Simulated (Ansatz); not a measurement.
## Nudged elastic band of B$_{2}$SiH$_{4}$OF$_{2}$

System: B$_{2}$SiH$_{4}$OF$_{2}$.
Method: RKS r2SCANh-D4/STO-3G (Ansatz 0.2.0).

It belongs to a series of runs on one base structure; here: band between the two ends.

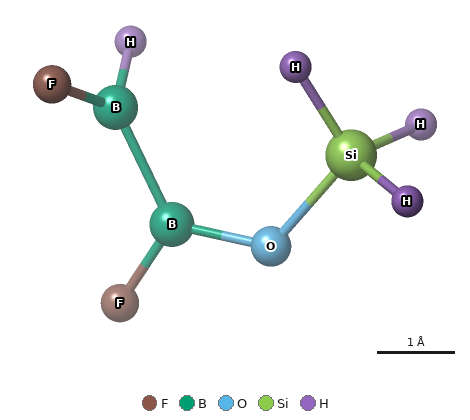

*The starting structure (ball-and-stick view, seen at a tilt).*

Bond lengths as drawn: B–B 1.71 Å, B–F 1.32 to 1.33 Å, B–H 1.19 Å, B–O 1.36 Å, H–Si 1.44 to 1.45 Å and O–Si 1.71 Å.

Input:
```yaml
crystal:
  periodic: [false, false, false]
  atoms:
    - { symbol: F, position_ang: [1.599924, 0.609501, 2.007888] }
    - { symbol: B, position_ang: [0.566915, -0.09893, 1.601684] }
    - { symbol: B, position_ang: [0.621489, -1.125213, 0.239841] }
    - { symbol: F, position_ang: [1.184585, -2.329092, 0.325481] }
    - { symbol: O, position_ang: [0.080716, -0.846057, -0.981209] }
    - { symbol: Si, position_ang: [-0.719073, 0.629831, -1.283932] }
    - { symbol: H, position_ang: [-0.418521, 0.003434, 2.257987] }
    - { symbol: H, position_ang: [-2.143725, 0.385215, -1.316674] }
    - { symbol: H, position_ang: [-0.273539, 1.098921, -2.575492] }
    - { symbol: H, position_ang: [-0.415671, 1.621289, -0.272674] }
basis:
  gaussian: { orbitals: STO-3G }
hamiltonian:
  xc: r2scanh
  dispersion: d4
neb:
  order_check: false
  images: 5
  f_tol: 0.05
  max_iterations: 60
  final_atoms:
    - { symbol: F, position_ang: [0.9798507, 0.44212117, 2.41980232] }
    - { symbol: B, position_ang: [0.22632489, -0.31733973, 1.65241805] }
    - { symbol: B, position_ang: [0.78915386, -1.02450444, 0.20524174] }
    - { symbol: F, position_ang: [1.57231021, -2.10128302, 0.23906052] }
    - { symbol: O, position_ang: [0.46809705, -0.60569154, -1.05295569] }
    - { symbol: Si, position_ang: [-0.55571231, 0.73509066, -1.30627498] }
    - { symbol: H, position_ang: [-0.88267084, -0.49970583, 2.0372869] }
    - { symbol: H, position_ang: [-0.63091286, 1.57976662, -0.132699] }
    - { symbol: H, position_ang: [-1.87680867, 0.2562966, -1.64687233] }
    - { symbol: H, position_ang: [-0.00653203, 1.4841485, -2.41210754] }
  initial_path:
    images:
      - { positions_ang: [[1.599924, 0.609501, 2.007888], [0.566915, -0.09893, 1.601684], [0.621489, -1.125213, 0.239841], [1.184585, -2.329092, 0.325481], [0.080716, -0.846057, -0.981209], [-0.719073, 0.629831, -1.283932], [-0.418521, 0.003434, 2.257987], [-2.143725, 0.385215, -1.316674], [-0.273539, 1.098921, -2.575492], [-0.415671, 1.621289, -0.272674]] }
      - { positions_ang: [[1.39858151, 0.72589176, 2.06035211], [0.55348969, -0.18594472, 1.68724052], [0.56168689, -1.04703137, 0.24942732], [0.85203004, -2.29942511, 0.22522457], [0.35993671, -0.57172388, -0.92847273], [-0.65083685, 0.66515919, -1.33265253], [-0.19614281, -0.35652994, 2.42161406], [-1.97935235, 0.33779099, -1.10836672], [-0.40297006, 0.86501224, -2.65556121], [-0.41332277, 1.81569984, -0.61590539]] }
      - { positions_ang: [[1.19723902, 0.84228251, 2.11281621], [0.54006438, -0.27295943, 1.77279705], [0.50188478, -0.96884974, 0.25901364], [0.51947508, -2.26975823, 0.12496814], [0.63915742, -0.29739075, -0.87573645], [-0.5826007, 0.70048737, -1.38137306], [0.02623539, -0.71649388, 2.58524112], [-1.8149797, 0.29036698, -0.90005945], [-0.53240112, 0.63110349, -2.73563042], [-0.41097454, 2.01011068, -0.95913678]] }
      - { positions_ang: [[0.99589652, 0.95867327, 2.16528032], [0.52663907, -0.35997415, 1.85835357], [0.44208267, -0.89066812, 0.26859997], [0.18692012, -2.24009134, 0.02471171], [0.91837813, -0.02305763, -0.82300018], [-0.51436455, 0.73581556, -1.4300936], [0.24861358, -1.07645782, 2.74886818], [-1.65060704, 0.24294297, -0.69175217], [-0.66183219, 0.39719473, -2.81569963], [-0.40862631, 2.20452152, -1.30236817]] }
      - { positions_ang: [[0.99054791, 0.78648924, 2.25012099], [0.42653434, -0.34576268, 1.78970839], [0.55777307, -0.93528022, 0.24748056], [0.64871681, -2.1938219, 0.09616131], [0.76828444, -0.21726893, -0.89965201], [-0.52814714, 0.73557393, -1.38882072], [-0.12848123, -0.88420716, 2.51167442], [-1.31070898, 0.68855085, -0.50540111], [-1.06682435, 0.35022869, -2.42609053], [-0.27459488, 1.96439718, -1.67228129]] }
      - { positions_ang: [[0.98519931, 0.6143052, 2.33496166], [0.32642961, -0.3315512, 1.72106322], [0.67346346, -0.97989233, 0.22636115], [1.11051351, -2.14755246, 0.16761092], [0.61819074, -0.41148024, -0.97630385], [-0.54192973, 0.73533229, -1.34754785], [-0.50557603, -0.6919565, 2.27448066], [-0.97081092, 1.13415874, -0.31905006], [-1.47181651, 0.30326265, -2.03648143], [-0.14056345, 1.72427284, -2.04219441]] }
      - { positions_ang: [[0.9798507, 0.44212117, 2.41980232], [0.22632489, -0.31733973, 1.65241805], [0.78915386, -1.02450444, 0.20524174], [1.57231021, -2.10128302, 0.23906052], [0.46809705, -0.60569154, -1.05295569], [-0.55571231, 0.73509066, -1.30627498], [-0.88267084, -0.49970583, 2.0372869], [-0.63091286, 1.57976662, -0.132699], [-1.87680867, 0.2562966, -1.64687233], [-0.00653203, 1.4841485, -2.41210754]] }
```

Run on 1 thread of Intel Xeon (Sapphire Rapids), 64 GiB of memory available, shared host.

Command:
```bash
ansatz run input.yaml --threads 1 --pin off --max-ram 2048MiB --backend cpu --events-out ev --progress --plain --runs-dir out
```

Log:
```
Engine: ansatz 0.2.0, x86_64-unknown-linux-gnu
Functional definition: r2SCANh
  parameter a = 0.1
  parameter k0 = 0.174
  parameter k1 = 0.065
  parameter a1 = 4.9479
  exchange = (1 - a)*r2scan_x(k0 = k0, k1 = k1, a1 = a1) + a*exact_x
  correlation = r2scan_c
551 factors; integrals over basis functions are off by at most 1.8e-5 eV
mean field evaluation 1: about -16560.0203 eV, gradient 2.3e1 eV
mean field evaluation 2: about -16559.0246 eV, gradient 3.2e1 eV
mean field evaluation 4: about -16561.6826 eV, gradient 1.9e0 eV
mean field evaluation 8: about -16561.6058 eV, gradient 1.3e-1 eV
mean field -16561.60583071 eV, -608.6277884188 hartree, gradient 8.9e-6 eV, S^2 0.000000; 0 other end points of the search recorded, 0 dependent functions left out
the calculation of the forces begins
reference -16561.60583592 eV, -608.6277886105 hartree; 27, 27 occupied and 11, 11 virtual orbitals, 551 factors
553 factors; integrals over basis functions are off by at most 3.1e-5 eV
mean field evaluation 16: about -16560.0200 eV, gradient 2.3e1 eV
mean field -16561.60602782 eV, -608.6277956626 hartree, gradient 9.1e-6 eV, S^2 0.000000; 0 other end points of the search recorded, 0 dependent functions left out
[... from here on the field's lines of each further geometry are left out, up to the last ...]
NEB iter   1: max|band force component| = 9.739e0 eV/Å  barrier→ = 3.6108 eV  barrier← = 3.6110 eV  Δτ_max = 0.1996 Å  (159 SCF iters)
NEB iter   2: max|band force component| = 2.929e0 eV/Å  barrier→ = 0.7492 eV  barrier← = 0.7494 eV  Δτ_max = 0.2000 Å  (134 SCF iters)
NEB iter   3: max|band force component| = 2.089e0 eV/Å  barrier→ = 0.5728 eV  barrier← = 0.5731 eV  Δτ_max = 0.1888 Å  (151 SCF iters)
NEB iter   4: max|band force component| = 1.952e0 eV/Å  barrier→ = 0.5031 eV  barrier← = 0.5034 eV  Δτ_max = 0.2000 Å  (142 SCF iters)
NEB iter   5: max|band force component| = 1.132e0 eV/Å  barrier→ = 0.3636 eV  barrier← = 0.3638 eV  Δτ_max = 0.1930 Å  (139 SCF iters)
NEB iter   6: max|band force component| = 7.440e-1 eV/Å  barrier→ = 0.2569 eV  barrier← = 0.2571 eV  Δτ_max = 0.2000 Å  (138 SCF iters)
NEB iter   7: max|band force component| = 8.955e-1 eV/Å  barrier→ = 0.1725 eV  barrier← = 0.1727 eV  Δτ_max = 0.0989 Å  (140 SCF iters)
NEB iter   8: max|band force component| = 7.168e-1 eV/Å  barrier→ = 0.1159 eV  barrier← = 0.1161 eV  Δτ_max = 0.1008 Å  (128 SCF iters)
NEB iter   9: max|band force component| = 3.118e-1 eV/Å  barrier→ = 0.0596 eV  barrier← = 0.0598 eV  CI = image 3  Δτ_max = 0.1987 Å  (130 SCF iters)
NEB iter  10: max|band force component| = 3.737e-1 eV/Å  barrier→ = 0.0413 eV  barrier← = 0.0416 eV  CI = image 3  Δτ_max = 0.1002 Å  (127 SCF iters)
NEB iter  11: max|band force component| = 4.826e-1 eV/Å  barrier→ = 0.0431 eV  barrier← = 0.0434 eV  CI = image 3  Δτ_max = 0.0499 Å  (127 SCF iters)
NEB iter  12: max|band force component| = 2.650e-1 eV/Å  barrier→ = 0.0344 eV  barrier← = 0.0346 eV  CI = image 3  Δτ_max = 0.1002 Å  (128 SCF iters)
NEB iter  13: max|band force component| = 3.129e-1 eV/Å  barrier→ = 0.0327 eV  barrier← = 0.0329 eV  CI = image 2  Δτ_max = 0.0993 Å  (125 SCF iters)
NEB iter  14: max|band force component| = 1.584e-1 eV/Å  barrier→ = 0.0316 eV  barrier← = 0.0318 eV  CI = image 2  Δτ_max = 0.0486 Å  (129 SCF iters)
NEB iter  15: max|band force component| = 1.182e-1 eV/Å  barrier→ = 0.0304 eV  barrier← = 0.0306 eV  CI = image 2  Δτ_max = 0.0584 Å  (128 SCF iters)
NEB iter  16: max|band force component| = 8.426e-2 eV/Å  barrier→ = 0.0292 eV  barrier← = 0.0295 eV  CI = image 2  Δτ_max = 0.0786 Å  (129 SCF iters)
NEB iter  17: max|band force component| = 6.125e-1 eV/Å  barrier→ = 0.0300 eV  barrier← = 0.0302 eV  CI = image 3  Δτ_max = 0.0393 Å  (126 SCF iters)
NEB iter  18: max|band force component| = 2.920e-1 eV/Å  barrier→ = 0.0290 eV  barrier← = 0.0292 eV  CI = image 2  Δτ_max = 0.0783 Å  (127 SCF iters)
NEB iter  19: max|band force component| = 7.280e-1 eV/Å  barrier→ = 0.0368 eV  barrier← = 0.0370 eV  CI = image 3  Δτ_max = 0.0392 Å  (129 SCF iters)
NEB iter  20: max|band force component| = 2.800e-1 eV/Å  barrier→ = 0.0324 eV  barrier← = 0.0326 eV  CI = image 2  Δτ_max = 0.0660 Å  (121 SCF iters)
NEB iter  21: max|band force component| = 8.001e-1 eV/Å  barrier→ = 0.0312 eV  barrier← = 0.0314 eV  CI = image 3  Δτ_max = 0.0786 Å  (129 SCF iters)
NEB iter  22: max|band force component| = 2.666e-1 eV/Å  barrier→ = 0.0276 eV  barrier← = 0.0278 eV  CI = image 3  Δτ_max = 0.1232 Å  (127 SCF iters)
NEB iter  23: max|band force component| = 1.090e-1 eV/Å  barrier→ = 0.0275 eV  barrier← = 0.0277 eV  CI = image 3  Δτ_max = 0.0872 Å  (122 SCF iters)
NEB iter  24: max|band force component| = 1.362e-1 eV/Å  barrier→ = 0.0273 eV  barrier← = 0.0275 eV  CI = image 3  Δτ_max = 0.0282 Å  (122 SCF iters)
NEB iter  25: max|band force component| = 8.102e-2 eV/Å  barrier→ = 0.0271 eV  barrier← = 0.0273 eV  CI = image 3  Δτ_max = 0.0405 Å  (123 SCF iters)
NEB iter  26: max|band force component| = 8.955e-2 eV/Å  barrier→ = 0.0274 eV  barrier← = 0.0276 eV  CI = image 3  Δτ_max = 0.0203 Å  (124 SCF iters)
NEB iter  27: max|band force component| = 7.811e-2 eV/Å  barrier→ = 0.0267 eV  barrier← = 0.0269 eV  CI = image 3  Δτ_max = 0.0203 Å  (118 SCF iters)
NEB iter  28: max|band force component| = 4.032e-2 eV/Å  barrier→ = 0.0267 eV  barrier← = 0.0269 eV  CI = image 3  Δτ_max = 0.0203 Å  (219 SCF iters)
NEB iter  29: max|band force component| = 6.521e-2 eV/Å  barrier→ = 0.0268 eV  barrier← = 0.0270 eV  CI = image 3  Δτ_max = 0.0405 Å  (26 SCF iters)
NEB iter  30: max|band force component| = 5.417e-2 eV/Å  barrier→ = 0.0273 eV  barrier← = 0.0275 eV  CI = image 3  Δτ_max = 0.0405 Å  (118 SCF iters)
NEB iter  31: max|band force component| = 5.190e-2 eV/Å  barrier→ = 0.0279 eV  barrier← = 0.0281 eV  CI = image 3  Δτ_max = 0.0405 Å  (118 SCF iters)
the calculation of the forces begins
reference -16561.60357792 eV, -608.6277056304 hartree; 27, 27 occupied and 11, 11 virtual orbitals, 553 factors
553 factors; integrals over basis functions are off by at most 2.4e-5 eV
mean field -16561.57700801 eV, -608.6267292044 hartree, gradient 1.1e-5 eV, S^2 0.000000; 1 other end points of the search recorded, 0 dependent functions left out
the calculation of the forces begins
reference -16561.57701336 eV, -608.6267294010 hartree; 27, 27 occupied and 11, 11 virtual orbitals, 553 factors
NEB iter  32: max|band force component| = 2.429e-2 eV/Å  barrier→ = 0.0287 eV  barrier← = 0.0289 eV  CI = image 3  Δτ_max = 0.0000 Å  (245 SCF iters)
```

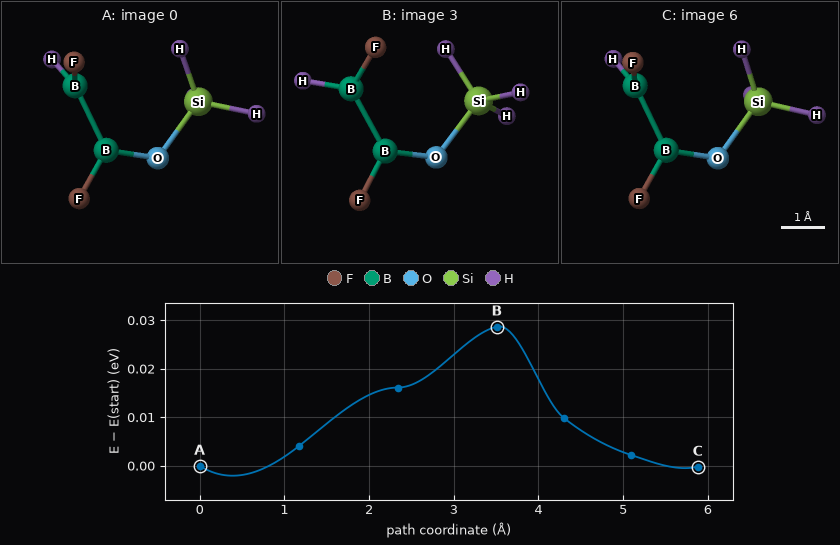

*Images of the last band (counted from 0; ball-and-stick, seen at a tilt) above the energy along the path; the line is a cubic interpolation that uses the forces.*

The highest image is number 3, 0.029 eV above the start and 0.029 eV above the end (the climbing image); start and end have the same energy. The path is 5.88 Å long. The band converged in 32 iterations.

```
Total energy: -16561.62954813 eV, -608.6286600180 hartree
Atom 0 at     0.395135     0.896929     1.997448 Å, force     0.015892    -0.007806     0.005611 eV/Å
Atom 1 at     0.261592    -0.377951     1.694900 Å, force    -0.004999    -0.007207    -0.007105 eV/Å
Atom 2 at     0.748331    -1.034239     0.195521 Å, force     0.004476     0.023448    -0.009833 eV/Å
Atom 3 at     1.545285    -2.101369     0.196547 Å, force     0.007343    -0.010925    -0.001194 eV/Å
Atom 4 at     0.389164    -0.613546    -1.051313 Å, force    -0.002688    -0.005128     0.017217 eV/Å
Atom 5 at    -0.565540     0.773430    -1.319482 Å, force     0.001353    -0.005642     0.001071 eV/Å
Atom 6 at    -0.208149    -1.063992     2.541915 Å, force    -0.012017     0.013008    -0.003550 eV/Å
Atom 7 at    -1.415392     1.073044    -0.188062 Å, force    -0.003386    -0.002785    -0.004333 eV/Å
Atom 8 at    -1.374734     0.501445    -2.482748 Å, force     0.000177     0.001598    -0.000731 eV/Å
Atom 9 at     0.307408     1.895148    -1.581826 Å, force    -0.006151     0.001439     0.002847 eV/Å
Dipole moment:    -0.152303     0.302545    -0.120713 e Å
this run last wrote the band of iteration 32 to [file]; this run last wrote the band within `neb.f_tol` of iteration 28 to [file]
```

The last band as extended XYZ (Å, eV, eV/Å):
```
10
Properties=species:S:1:pos:R:3:forces:R:3 image=0 energy=-16561.65825
F     1.5999    0.6095    2.0079   -0.0283  -0.0156  -0.0089
B     0.5669   -0.0989    1.6017    0.0197   0.0070   0.0153
B     0.6215   -1.1252    0.2398   -0.0053   0.0066  -0.0083
F     1.1846   -2.3291    0.3255    0.0011   0.0027   0.0027
O     0.0807   -0.8461   -0.9812    0.0028  -0.0074   0.0052
Si   -0.7191    0.6298   -1.2839   -0.0124   0.0200  -0.0102
H    -0.4185    0.0034    2.2580    0.0098   0.0027  -0.0086
H    -2.1437    0.3852   -1.3167    0.0279   0.0065   0.0031
H    -0.2735    1.0989   -2.5755   -0.0088  -0.0092   0.0255
H    -0.4157    1.6213   -0.2727   -0.0067  -0.0134  -0.0159
10
Properties=species:S:1:pos:R:3:forces:R:3 image=1 energy=-16561.65421
F     1.3764    0.4910    2.2519    0.0073  -0.0049   0.0015
B     0.4269   -0.1646    1.6195    0.0021   0.0016   0.0020
B     0.7109   -1.0865    0.2133   -0.0011   0.0029   0.0036
F     1.3849   -2.2333    0.2720   -0.0026  -0.0020   0.0006
O     0.2539   -0.7686   -1.0337    0.0070  -0.0023  -0.0056
Si   -0.6615    0.6528   -1.2843   -0.0058  -0.0005   0.0018
H    -0.6611   -0.0747    2.0886   -0.0002   0.0082  -0.0052
H    -1.9897    0.4980   -0.7356   -0.0057  -0.0034  -0.0048
H    -0.7378    0.8367   -2.7126    0.0033   0.0018  -0.0006
H    -0.0198    1.7981   -0.6764   -0.0044  -0.0014   0.0069
10
Properties=species:S:1:pos:R:3:forces:R:3 image=2 energy=-16561.64211
F     0.9815    0.7438    2.1545    0.0057  -0.0077   0.0036
B     0.3065   -0.2679    1.6498   -0.0085   0.0130  -0.0040
B     0.7507   -1.0516    0.2023    0.0018   0.0015  -0.0029
F     1.5158   -2.1406    0.2435   -0.0011  -0.0035   0.0008
O     0.3471   -0.7000   -1.0547    0.0071   0.0107   0.0040
Si   -0.5978    0.7028   -1.3003    0.0033  -0.0116   0.0030
H    -0.6468   -0.6106    2.2696   -0.0014  -0.0037  -0.0032
H    -1.6968    0.7662   -0.3619   -0.0022   0.0027   0.0020
H    -1.1008    0.6237   -2.6494   -0.0051  -0.0002   0.0010
H     0.2238    1.8832   -1.1506    0.0002  -0.0011  -0.0043
10
Properties=species:S:1:pos:R:3:forces:R:3 image=3 energy=-16561.62954
F     0.3951    0.8969    1.9974    0.0159  -0.0078   0.0056
B     0.2616   -0.3780    1.6949   -0.0050  -0.0072  -0.0071
B     0.7483   -1.0342    0.1955    0.0045   0.0234  -0.0098
F     1.5453   -2.1014    0.1965    0.0073  -0.0109  -0.0012
O     0.3892   -0.6135   -1.0513   -0.0027  -0.0051   0.0172
Si   -0.5655    0.7734   -1.3195    0.0014  -0.0056   0.0011
H    -0.2081   -1.0640    2.5419   -0.0120   0.0130  -0.0036
H    -1.4154    1.0730   -0.1881   -0.0034  -0.0028  -0.0043
H    -1.3747    0.5014   -2.4827    0.0002   0.0016  -0.0007
H     0.3074    1.8951   -1.5818   -0.0062   0.0014   0.0028
10
Properties=species:S:1:pos:R:3:forces:R:3 image=4 energy=-16561.64840
F     0.9006    0.7438    2.1663    0.0075  -0.0020   0.0039
B     0.2976   -0.3091    1.6548    0.0031  -0.0007   0.0032
B     0.7742   -1.0328    0.1856   -0.0039   0.0009  -0.0055
F     1.5723   -2.0987    0.2019    0.0002   0.0017   0.0011
O     0.3666   -0.6588   -1.0624    0.0042   0.0103   0.0040
Si   -0.6057    0.7244   -1.2958    0.0025  -0.0065  -0.0024
H    -0.6040   -0.7459    2.2923   -0.0107   0.0009  -0.0069
H    -1.3777    1.0419   -0.1133    0.0027  -0.0004   0.0026
H    -1.4874    0.4398   -2.4017   -0.0035  -0.0027   0.0034
H     0.2467    1.8444   -1.6248   -0.0020  -0.0015  -0.0035
10
Properties=species:S:1:pos:R:3:forces:R:3 image=5 energy=-16561.65600
F     1.0084    0.5769    2.3032   -0.0003  -0.0012   0.0020
B     0.2808   -0.3097    1.6569    0.0005   0.0022  -0.0005
B     0.7765   -1.0301    0.1922   -0.0026  -0.0030   0.0000
F     1.5607   -2.1065    0.2109    0.0012   0.0008  -0.0002
O     0.3969   -0.6364   -1.0573    0.0026   0.0025   0.0006
Si   -0.5934    0.7300   -1.3022    0.0001   0.0001   0.0000
H    -0.7495   -0.6031    2.1702   -0.0015  -0.0011  -0.0014
H    -1.0124    1.3218   -0.0492    0.0022   0.0015   0.0001
H    -1.7487    0.3093   -2.0591   -0.0015  -0.0009   0.0023
H     0.1638    1.6967   -2.0629   -0.0008  -0.0008  -0.0027
10
Properties=species:S:1:pos:R:3:forces:R:3 image=6 energy=-16561.65846
F     0.9799    0.4421    2.4198   -0.0182  -0.0141  -0.0143
B     0.2263   -0.3173    1.6524    0.0238   0.0053   0.0100
B     0.7892   -1.0245    0.2052    0.0022  -0.0006  -0.0049
F     1.5723   -2.1013    0.2391   -0.0052   0.0053   0.0049
O     0.4681   -0.6057   -1.0530    0.0057  -0.0088   0.0022
Si   -0.5557    0.7351   -1.3063   -0.0215   0.0195  -0.0096
H    -0.8827   -0.4997    2.0373   -0.0017   0.0035  -0.0002
H    -0.6309    1.5798   -0.1327   -0.0006  -0.0045  -0.0119
H    -1.8768    0.2563   -1.6469    0.0236   0.0067   0.0063
H    -0.0065    1.4841   -2.4121   -0.0082  -0.0123   0.0176
```

Results in brief:

```csv
quantity,value
outcome,converged
"barrier, forward",0.029 eV
"barrier, backward",0.029 eV
wall time,6.5 min
peak memory,0.14 GiB
```

Notes:

The order of the saddle point was not checked.
